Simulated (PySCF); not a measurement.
Input

```
{"job": {"kind": "epr", "basis": "pcH-1"}, "charge": -1, "multiplicity": 2}
C     -2.631053    -0.375887     0.502508
C     -1.260845     0.032437     0.065188
C     -0.058365    -0.369436     0.612462
F      0.094101    -1.227598     1.669855
N      1.023664     0.177072    -0.008497
Si     2.741862    -0.394122     0.049017
C      0.479948     0.951380    -1.009300
C     -0.898158     0.893053    -0.986694
H     -3.208164    -0.780438    -0.333306
H     -3.188338     0.474333     0.908131
H     -2.561928    -1.139562     1.276237
H      3.862453    -1.342464    -0.379137
H      2.763997    -0.645235     1.498792
H      3.275299     0.848952    -0.556368
H      1.128136     1.511554    -1.657519
H     -1.570208     1.394906    -1.662779
```

Launched as:

```sh
OMP_NUM_THREADS=1 python probes_run.py task.json out
```

Geometry: GFN2-xTB.

All numbers below come from UKS B3LYP, pcH-1 on C F H N Si, non-relativistic, mean-field spin-orbit, GIAO in PySCF.

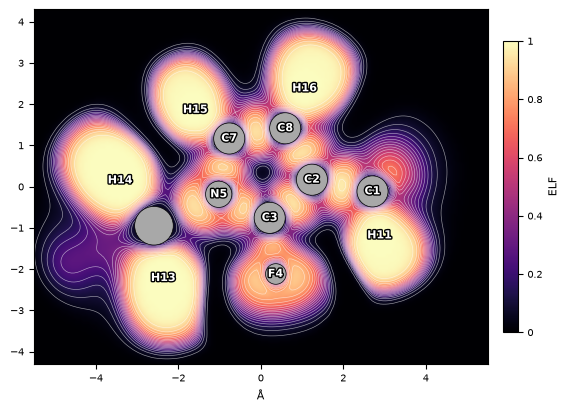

C$_{5}$H$_{8}$FNSi (SMILES CC1=C(F)N([SiH3])[CH][CH-]1) (charge −1, doublet). ELF on the plane of atoms C2, C8 and H16. Grey discs cover the atomic cores.

Question: What does the map show?

Answer: The section cuts through C, F, N and H sites. C–N (1.36 Å): the ELF peaks at about 0.90 between the atoms: a covalent bond. C–F (1.37 Å): the ELF peaks at about 0.85 between the atoms: a polar covalent bond. C–C (1.38 Å): the ELF peaks at about 0.95 between the atoms, as expected for a covalent bond. C–H (1.07 Å): the ELF climbs to about 1 towards the hydrogen, as it does in any bond to H; a covalent bond by its length. C–C (1.50 Å): the ELF peaks at about 0.95 between the atoms (a covalent bond). The ELF also peaks beside F4, away from the bonds: non-bonding electrons, paired or unpaired.
